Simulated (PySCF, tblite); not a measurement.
# C5H8O2S2Si: geometry, infrared bands and NMR shifts

Wanted: the infrared bands and NMR shifts of C5H8O2S2Si (`C[SiH2]SC(=C=S)CC(=O)O`), by calculation.

Computed with tblite 0.8.0 and PySCF 2.14.0, with density-fitted response routines of our own, on a single molecule in the gas phase. Atoms are numbered from 0 throughout.

**1. Starting geometry**

18 atoms, charge 0, multiplicity 1; geometry from: force field or distance geometry start.

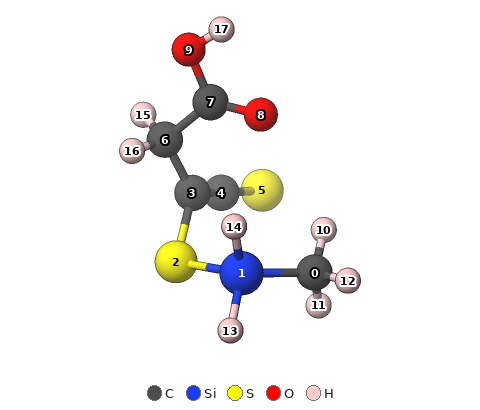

The starting geometry (carbon dark grey, silicon blue, sulfur yellow, oxygen red, hydrogen pink), atoms numbered; sticks join atoms by distance.

**2. Optimising the geometry with GFN2-xTB**

Job settings and geometry (Å):

```
{"job": {"kind": "relax", "xc": "GFN2-xTB", "basis": "xTB"}, "charge": 0, "multiplicity": 1}
C      2.186300     1.015000     1.062900
Si     0.816600     0.166100     1.957200
S      0.392500    -1.730600     1.021400
C     -0.100700    -1.277500    -0.605500
C      0.804400    -1.388600    -1.523000
S      2.034800    -1.514200    -2.835200
C     -1.550000    -1.006100    -0.891100
C     -1.748500     0.451700    -1.232300
O     -0.952800     1.358700    -1.112000
O     -2.999900     0.681700    -1.705100
H      1.886200     1.260700     0.035300
H      3.076800     0.397800     1.019100
H      2.441400     1.957700     1.569000
H      1.218000    -0.114300     3.368500
H     -0.433600     0.967800     1.972200
H     -1.879600    -1.619400    -1.724900
H     -2.187500    -1.241700    -0.025300
H     -3.013100     1.641600    -1.889600
```

Command:

```bash
> OMP_NUM_THREADS=1 python probes_run.py task.json out
```

The driver reads the jobs from task.json and runs them one after another.

Log:

```text
step      E/eV     max force
  0    -845.64198    6.147
  1    -846.41225    3.553
  2    -846.55832    4.920
  3    -846.67748    1.270
  4    -846.70256    0.634
  5    -846.72070    0.801
  6    -846.73906    0.574
  7    -846.75091    0.265
  8    -846.75729    0.227
  9    -846.76291    0.288
 10    -846.76683    0.196
 11    -846.77063    0.162
 12    -846.77459    0.177
 13    -846.77833    0.193
 14    -846.78098    0.131
 15    -846.78269    0.119
 16    -846.78422    0.106
 17    -846.78592    0.119
 18    -846.78772    0.120
 19    -846.78965    0.123
 20    -846.79161    0.118
 21    -846.79347    0.112
 22    -846.79522    0.133
 23    -846.79723    0.161
 24    -846.79996    0.172
 25    -846.80317    0.169
 26    -846.80563    0.143
 27    -846.80694    0.084
 28    -846.80784    0.075
 29    -846.80886    0.091
 30    -846.80992    0.103
 31    -846.81069    0.075
 32    -846.81115    0.057
 33    -846.81154    0.058
 34    -846.81205    0.068
 35    -846.81260    0.076
 36    -846.81304    0.058
 37    -846.81337    0.060
 38    -846.81373    0.071
 39    -846.81420    0.081
 40    -846.81476    0.089
 41    -846.81533    0.067
 42    -846.81587    0.062
 43    -846.81647    0.070
 44    -846.81717    0.095
 45    -846.81789    0.072
 46    -846.81845    0.052
 47    -846.81889    0.061
 48    -846.81936    0.067
 49    -846.82000    0.103
 50    -846.82079    0.087
 51    -846.82160    0.080
 52    -846.82221    0.065
 53    -846.82267    0.067
 54    -846.82309    0.055
 55    -846.82355    0.071
 56    -846.82413    0.073
 57    -846.82480    0.080
 58    -846.82536    0.062
 59    -846.82571    0.049
 60    -846.82593    0.060
 61    -846.82619    0.072
 62    -846.82657    0.068
 63    -846.82702    0.063
 64    -846.82744    0.053
 65    -846.82774    0.047
 66    -846.82796    0.053
 67    -846.82817    0.044
 68    -846.82841    0.039
 69    -846.82872    0.055
 70    -846.82918    0.061
 71    -846.82978    0.066
 72    -846.83037    0.062
 73    -846.83087    0.046
 74    -846.83135    0.051
 75    -846.83199    0.058
 76    -846.83282    0.079
 77    -846.83357    0.078
 78    -846.83409    0.102
 79    -846.83465    0.055
 80    -846.83540    0.068
 81    -846.83632    0.073
 82    -846.83716    0.074
 83    -846.83756    0.046
 84    -846.83781    0.043
 85    -846.83806    0.057
 86    -846.83838    0.055
 87    -846.83876    0.059
 88    -846.83891    0.027
 89    -846.83906    0.027
 90    -846.83921    0.027
 91    -846.83937    0.036
 92    -846.83951    0.036
 93    -846.83964    0.034
 94    -846.83979    0.038
 95    -846.83996    0.033
 96    -846.84012    0.037
 97    -846.84025    0.036
 98    -846.84038    0.039
 99    -846.84049    0.040
100    -846.84057    0.029
101    -846.84063    0.029
102    -846.84069    0.032
103    -846.84082    0.031
104    -846.84096    0.040
105    -846.84115    0.041
106    -846.84130    0.027
107    -846.84140    0.025
108    -846.84148    0.035
109    -846.84156    0.038
110    -846.84166    0.021
111    -846.84173    0.026
112    -846.84179    0.013
113    -846.84185    0.014
114    -846.84188    0.014
115    -846.84191    0.016
116    -846.84195    0.019
117    -846.84200    0.016
118    -846.84207    0.016
119    -846.84210    0.014
120    -846.84213    0.011
121    -846.84215    0.012
122    -846.84219    0.015
123    -846.84222    0.018
124    -846.84225    0.014
125    -846.84229    0.015
126    -846.84233    0.016
127    -846.84240    0.025
128    -846.84248    0.032
129    -846.84256    0.023
130    -846.84260    0.014
131    -846.84264    0.013
132    -846.84268    0.023
133    -846.84275    0.036
134    -846.84286    0.040
135    -846.84297    0.029
136    -846.84306    0.025
137    -846.84313    0.023
138    -846.84322    0.027
139    -846.84331    0.030
140    -846.84339    0.023
141    -846.84346    0.016
142    -846.84351    0.019
143    -846.84357    0.016
144    -846.84361    0.017
145    -846.84365    0.019
146    -846.84367    0.021
147    -846.84371    0.018
148    -846.84379    0.017
149    -846.84386    0.022
150    -846.84395    0.023
151    -846.84403    0.028
152    -846.84413    0.027
153    -846.84421    0.020
154    -846.84426    0.024
155    -846.84430    0.018
156    -846.84433    0.017
157    -846.84439    0.031
158    -846.84443    0.032
159    -846.84451    0.027
160    -846.84457    0.022
161    -846.84464    0.021
162    -846.84473    0.021
163    -846.84481    0.019
164    -846.84488    0.020
165    -846.84491    0.019
166    -846.84494    0.012
167    -846.84497    0.010
168    -846.84498    0.008
```

Wall time 1.9 s (1 thread of Arm Neoverse V1, shared host); peak memory 0.18 GiB.

Step by step: (not every step is listed)

| step | energy from step 0 (eV) | largest force (eV/Å) |
| --- | --- | --- |
| 0 | 0.0000 | 6.1474 |
| 1 | -0.7703 | 3.5533 |
| 2 | -0.9163 | 4.9202 |
| 3 | -1.0355 | 1.2703 |
| 4 | -1.0606 | 0.6338 |
| 5 | -1.0787 | 0.8013 |
| 6 | -1.0971 | 0.5743 |
| 7 | -1.1089 | 0.2655 |
| 8 | -1.1153 | 0.2270 |
| 23 | -1.1553 | 0.1610 |
| 38 | -1.1717 | 0.0708 |
| 53 | -1.1807 | 0.0671 |
| 68 | -1.1864 | 0.0394 |
| 83 | -1.1956 | 0.0462 |
| 98 | -1.1984 | 0.0391 |
| 113 | -1.1999 | 0.0139 |
| 128 | -1.2005 | 0.0320 |
| 143 | -1.2016 | 0.0163 |
| 158 | -1.2024 | 0.0317 |
| 163 | -1.2028 | 0.0189 |
| 164 | -1.2029 | 0.0201 |
| 165 | -1.2029 | 0.0189 |
| 166 | -1.2030 | 0.0118 |
| 167 | -1.2030 | 0.0099 |
| 168 | -1.2030 | 0.0076 |

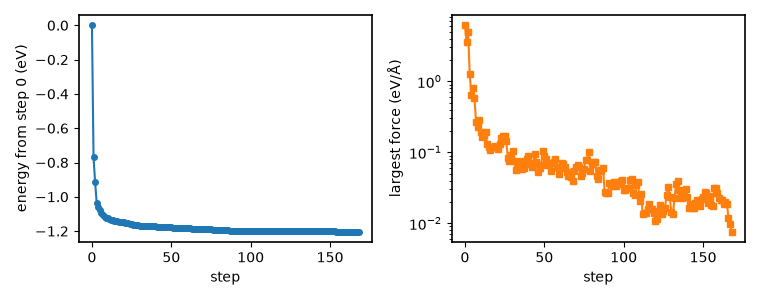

Energy and force, step by step.

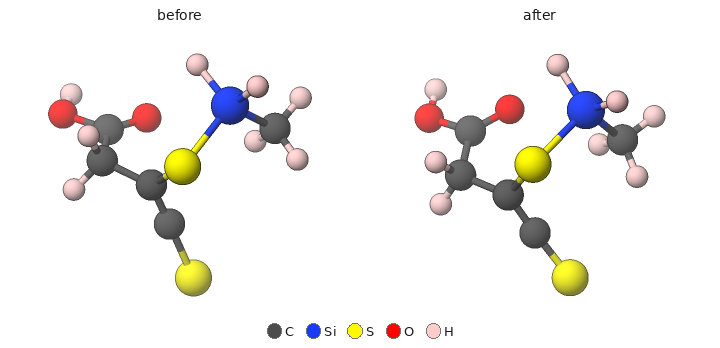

Before and after, at one scale.

Close pairs (by a distance rule), those that changed most:

| bond | before (Å) | after (Å) | change (Å) |
| --- | --- | --- | --- |
| C4–S5 | 1.803 | 1.560 | -0.243 |
| C0–Si1 | 1.843 | 1.888 | +0.045 |
| S2–C3 | 1.759 | 1.796 | +0.036 |
| Si1–H13 | 1.494 | 1.461 | -0.032 |
| Si1–H14 | 1.485 | 1.455 | -0.031 |
| Si1–S2 | 2.157 | 2.185 | +0.027 |
| C7–O9 | 1.357 | 1.335 | -0.023 |
| C0–H12 | 1.100 | 1.085 | -0.014 |

The final coordinates are the input of the step that follows.

**3. Harmonic vibrations with GFN2-xTB**

Job settings and geometry (Å):

```
{"job": {"kind": "ir", "xc": "GFN2-xTB", "basis": "xTB"}, "charge": 0, "multiplicity": 1}
C      1.997912     1.045978     0.719509
Si     0.740964     0.286622     1.906736
S      0.100440    -1.665283     1.163606
C     -0.094438    -1.385291    -0.599305
C      1.002734    -1.547603    -1.275446
S      2.378155    -1.779165    -1.973969
C     -1.448647    -1.012200    -1.111784
C     -1.714393     0.469269    -0.965908
O     -1.029406     1.250665    -0.362078
O     -2.832574     0.829753    -1.599263
H      1.514529     1.387081    -0.190647
H      2.770333     0.331622     0.444832
H      2.481166     1.900944     1.181826
H      1.355412    -0.137354     3.163060
H     -0.454509     1.078652     2.150793
H     -1.564144    -1.284125    -2.163009
H     -2.212018    -1.543200    -0.536166
H     -3.000276     1.779953    -1.491075
```

Log:

```text
mode    cm-1     km/mol
  1      24.3      0.17
  2      35.6      1.42
  3      55.5      1.79
  4      84.3      2.63
  5      86.9      5.96
  6     113.1      1.40
  7     124.0      0.50
  8     134.0      3.16
  9     199.0      8.93
 10     240.9      1.83
 11     261.0      0.90
 12     346.5      3.13
 13     395.3     14.41
 14     436.2     10.46
 15     459.0     60.38
 16     473.9     37.93
 17     497.9     12.41
 18     568.9     10.25
 19     584.3     62.19
 20     655.4    161.64
 21     663.6     59.17
 22     684.5     83.00
 23     772.1     58.79
 24     789.2    183.99
 25     828.1      4.02
 26     831.8     97.86
 27     843.1    260.72
 28     889.3     15.87
 29     967.6     26.72
 30    1112.3    158.16
 31    1129.5    221.89
 32    1155.9     26.14
 33    1213.1     38.58
 34    1282.5    152.72
 35    1361.5      9.35
 36    1399.6     33.91
 37    1464.0      1.54
 38    1472.4      2.34
 39    1784.0    406.78
 40    1875.7    331.61
 41    2280.0    269.51
 42    2334.1    177.14
 43    2959.7      1.58
 44    2979.1      4.17
 45    3027.6     17.94
 46    3048.2     20.11
 47    3052.8     12.41
 48    3434.8     36.86
```

It took 1.1 s on 1 thread of Arm Neoverse V1, shared host; peak memory 0.18 GiB.

The strongest bands and the atoms that carry them (share of the mass-weighted mode):

| cm⁻¹ | km/mol | atoms |
| --- | --- | --- |
| 655 | 161.6 | H17 61 %, O9 12 % |
| 789 | 184.0 | H14 44 %, H13 36 % |
| 843 | 260.7 | H12 39 %, H10 18 %, C0 15 % |
| 1130 | 221.9 | O9 28 %, H17 23 %, H16 12 %, C7 12 % |
| 1784 | 406.8 | C7 63 %, O8 35 % |
| 1876 | 331.6 | C4 64 %, C3 33 % |
| 2280 | 269.5 | H13 93 % |
| 2334 | 177.1 | H14 93 % |

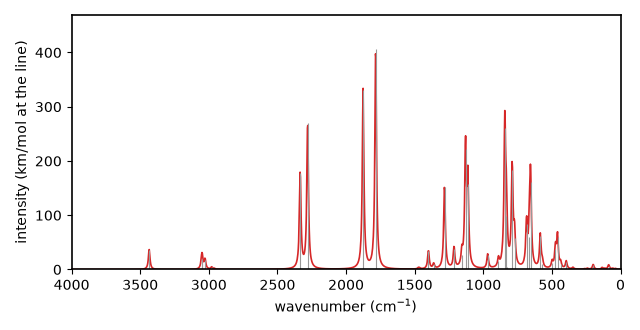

The infrared spectrum from these modes, unscaled. Lines are broadened to a width of 14 cm⁻¹ (Lorentzian).

**4. Nuclear shieldings: PBE0/pcSseg-1**

Same as in step 3 but for these lines:

```diff
@@ -1,2 +1,2 @@
-{"job": {"kind": "ir", "xc": "GFN2-xTB", "basis": "xTB"}, "charge": 0, "multiplicity": 1}
+{"job": {"kind": "nmr", "xc": "PBE0", "basis": "pcSseg-1"}, "charge": 0, "multiplicity": 1}
 C      1.997912     1.045978     0.719509
```

Level: GIAO PBE0/pcSseg-1 NMR shielding, non-relativistic, gas phase.

Log:

```text
coarse grid: 17440 points
cycle   1  E = -1430.5479939652  dE =  1.542e+00  |g| = 9.413e-01  |ddm| = 4.251e+00
cycle   2  E = -1430.2288581737  dE =  3.191e-01  |g| = 1.618e+00  |ddm| = 1.903e+00
cycle   3  E = -1430.7027144160  dE = -4.739e-01  |g| = 2.935e-01  |ddm| = 1.354e+00
cycle   4  E = -1430.7183607604  dE = -1.565e-02  |g| = 8.004e-02  |ddm| = 2.567e-01
cycle   5  E = -1430.7194104912  dE = -1.050e-03  |g| = 2.239e-02  |ddm| = 7.138e-02
cycle   6  E = -1430.7195112625  dE = -1.008e-04  |g| = 6.966e-03  |ddm| = 2.538e-02
cycle   7  E = -1430.7195199888  dE = -8.726e-06  |g| = 3.996e-03  |ddm| = 1.182e-02
cycle   8  E = -1430.7195243813  dE = -4.393e-06  |g| = 7.340e-04  |ddm| = 5.607e-03
final grid: 156856 points
cycle   9  E = -1430.8028065244  dE = -1.767e-05  |g| = 1.512e-02  |ddm| = 4.586e-02
cycle  10  E = -1430.8026784853  dE =  1.280e-04  |g| = 2.752e-02  |ddm| = 4.033e-02
cycle  11  E = -1430.8028518123  dE = -1.733e-04  |g| = 4.029e-03  |ddm| = 3.147e-02
cycle  12  E = -1430.8028562899  dE = -4.478e-06  |g| = 4.858e-04  |ddm| = 5.075e-03
cycle  13  E = -1430.8028563282  dE = -3.830e-08  |g| = 2.267e-04  |ddm| = 6.217e-04
cycle  14  E = -1430.8028563380  dE = -9.787e-09  |g| = 9.546e-05  |ddm| = 2.746e-04
cycle  15  E = -1430.8028563398  dE = -1.789e-09  |g| = 2.297e-05  |ddm| = 1.130e-04
cycle  16  E = -1430.8028563399  dE = -1.191e-10  |g| = 4.294e-06  |ddm| = 2.205e-05
converged SCF energy = -1430.8028563399

GIAO shielding tensors (ppm)
atom      isotropic    diamagn.    paramagn.     s11        s22        s33       span
  0 C      189.441     254.790     -65.349    184.104    190.380    193.839      9.735
  1 Si     364.535     879.334    -514.800    296.708    378.174    418.722    122.014
  2 S      560.536    1058.418    -497.882    342.042    597.253    742.314    400.272
  3 C      107.195     261.792    -154.596     28.264    144.084    149.238    120.974
  4 C      -77.865     264.826    -342.691   -185.246    -65.379     17.029    202.275
  5 S      159.481    1058.648    -899.167   -253.901    153.393    578.950    832.851
  6 C      146.846     251.685    -104.839    132.422    140.062    168.055     35.633
  7 C        8.920     253.107    -244.186    -92.465     45.112     74.115    166.580
  8 O     -101.362     407.695    -509.058   -345.111   -222.354    263.378    608.488
  9 O      126.516     389.082    -262.566    -27.075    153.691    252.931    280.007
 10 H       30.314      33.882      -3.568     26.042     29.338     35.562      9.520
 11 H       31.040      31.603      -0.562     25.786     30.098     37.238     11.452
 12 H       31.391      28.951       2.440     26.781     27.477     39.915     13.134
 13 H       26.866      28.801      -1.935     22.839     24.912     32.845     10.006
 14 H       26.482      29.811      -3.328     22.946     24.961     31.539      8.593
 15 H       27.944      29.585      -1.641     22.640     27.607     33.584     10.943
 16 H       28.669      29.481      -0.812     23.794     28.286     33.925     10.131
 17 H       25.361      30.410      -5.048     19.898     21.911     34.275     14.377
```

It took 77 s on 1 thread of Arm Neoverse V1, shared host; peak memory 1 GiB.

The references, computed at this level on geometries of the same kind, shield at (ppm): 1H TMS 31.72, 13C TMS 186.9, 29Si TMS 349.2, 17O H2O 336.1, 33S CS2 504. Their shielding less the atom's gives the shift. The references are single molecules in the gas phase, so shifts against H2O, NH3, PH3, H3PO4 or CFCl3 are not on the usual liquid scales and can be off by tens of ppm. Atoms listed in one row are averaged.

| atoms | environment | σ (ppm) | δ (ppm) | δ scaled to CDCl3 |
| --- | --- | --- | --- | --- |
| C4 | cumulene carbon | -77.9 | 264.8 | 252.1 |
| C7 | carboxylic acid carbon | 8.9 | 178.0 | 171.8 |
| C3 | fully substituted alkene carbon | 107.2 | 79.7 | 71.5 |
| C6 | sp3 CH2 α to a carbonyl | 146.8 | 40.1 | 37.2 |
| C0 | methyl carbon bonded to Si | 189.4 | -2.5 | -4.4 |
| H17 | hydrogen on an acid hydroxyl oxygen | 25.36 | 6.36 | – |
| H13, H14 | hydrogen on a silicon bonded to C, S | 26.67 | 5.04 | – |
| H15, H16 | hydrogen on an sp3 CH2 α to a carbonyl | 28.31 | 3.41 | 3.32 |
| H10, H11, H12 | hydrogen on a methyl carbon bonded to Si | 30.92 | 0.80 | 0.86 |
| Si1 | silicon bonded to C, S, 2 H | 364.5 | -15.4 | – |
| S5 | thione sulfur | 159 | 344 | – |
| S2 | sulfur bonded to C, Si | 561 | -57 | – |
| O8 | carbonyl oxygen | -101.4 | 437.4 | – |
| O9 | acid hydroxyl oxygen | 126.5 | 209.6 | – |

The scaled column applies a straight-line fit of computed shieldings to shifts measured in CDCl3, with any fitted terms for Cl, Br or S neighbours (root-mean-square error 0.16 ppm for H, 1.9 ppm for C).

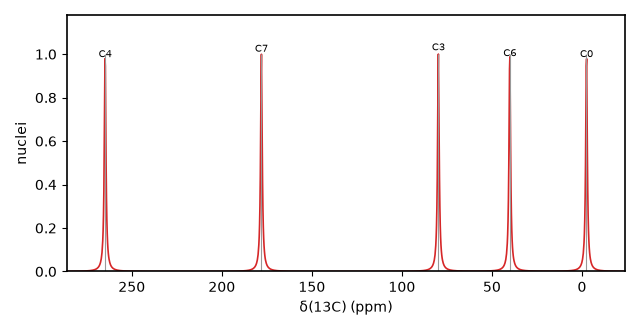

13C lines at the computed shifts, without couplings. Lines are broadened to a width of 1 ppm (Lorentzian).

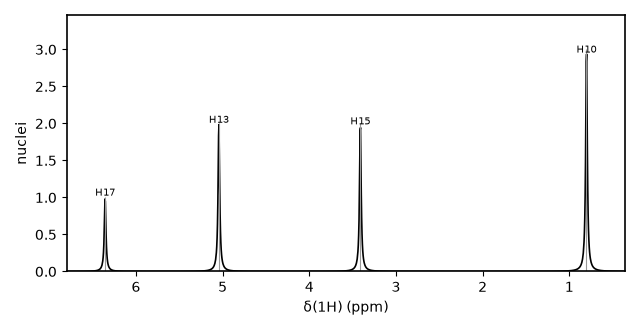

1H lines at the computed shifts, without couplings. Lines are broadened to a width of 0.02 ppm (Lorentzian).

Charges from the same density, by scheme (e):

| atoms | Mulliken | IAO | Hirshfeld | ESP fit |
| --- | --- | --- | --- | --- |
| C0 | -0.62 | -0.71 | -0.21 | -0.70 |
| Si1 | 0.62 | 0.72 | 0.32 | 0.74 |
| S2 | -0.16 | -0.12 | -0.07 | -0.33 |
| C3 | -0.54 | -0.20 | -0.05 | 0.18 |
| C4 | 0.16 | -0.07 | 0.02 | -0.18 |
| S5 | 0.03 | 0.10 | -0.01 | 0.02 |
| C6 | -0.12 | -0.31 | -0.07 | -0.31 |
| C7 | 0.48 | 0.54 | 0.22 | 0.78 |
| O8 | -0.42 | -0.46 | -0.22 | -0.54 |
| O9 | -0.36 | -0.48 | -0.17 | -0.63 |

Hirshfeld charges:

C0 -0.21; Si1 0.32; S2 -0.07; C3 -0.05; C4 0.02; S5 -0.01; C6 -0.07; C7 0.22; O8 -0.22; O9 -0.17; H10 0.03; H11 0.03; H12 0.05; H13 -0.08; H14 -0.08; H15 0.06; H16 0.06; H17 0.19

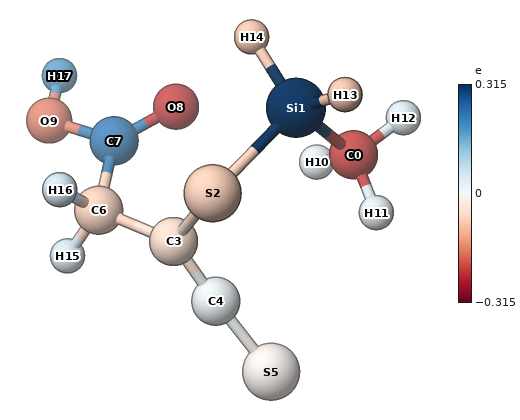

Hirshfeld charges, as colours on the atoms.

Mayer bond orders: C0–Si1 0.97, Si1–S2 0.86, S2–C3 1.12, C3–C4 1.60, C4–S5 1.96, C3–C6 1.04, C6–C7 0.96, C7–O8 1.93, C7–O9 1.15.

**5. Outcome**

| quantity | value |
| --- | --- |
| strongest single infrared mode (GFN2-xTB) | 1784 cm⁻¹, 407 km/mol |
| zero-point energy (GFN2-xTB) | 73.5 kcal/mol |
| 13C shifts against TMS (PBE0/pcSseg-1) | 264.8, 178.0, 79.7, 40.1, -2.5 ppm |
| 1H shifts against TMS (PBE0/pcSseg-1, means over atoms taken as alike) | 6.36, 5.04, 3.41, 0.80 ppm |
| 29Si shifts against TMS (PBE0/pcSseg-1) | -15.4 ppm |
| 33S shifts against CS2 (PBE0/pcSseg-1) | 344, -57 ppm |
| 17O shifts against H2O (PBE0/pcSseg-1) | 437.4, 209.6 ppm |

What this shows: The optimisation took 168 steps and gained 1.203 eV; among the close pairs (by a distance rule), C4–S5 changed most, from 1.803 to 1.560 Å. No mode is imaginary among the 48: a minimum at this level. The strongest single mode, at 1784 cm⁻¹, moves mainly C7 and O8. GFN2-xTB is a fitted tight-binding method: band positions and strengths are rough. Its intensities can rank the bands wrongly. At PBE0/pcSseg-1: The widest tensor belongs to S5: span 833 ppm, with a paramagnetic part of -899 ppm.
